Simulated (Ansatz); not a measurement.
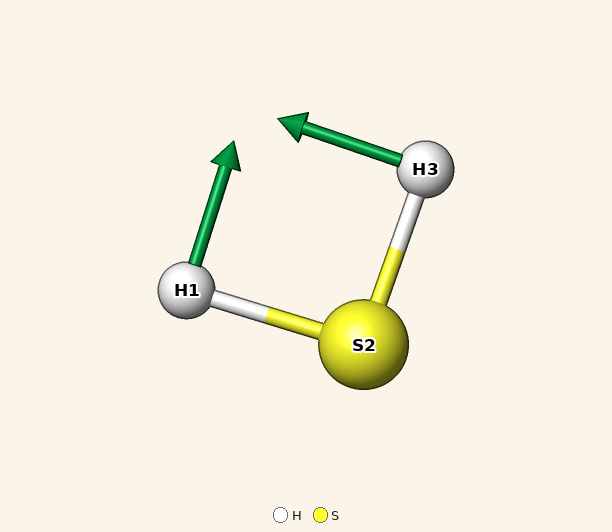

The arrows show one normal mode. Harmonic vibrations computed with RKS PBE0-D4/def2-TZVP (Ansatz 0.2.0) at a stationary point of the same level.

Q: Describe the motion.

A: Mostly H–S–H bending.

Q: At what wavenumber does it lie?

A: 1209 cm⁻¹; it is mode 1 of 3 counted from the lowest.
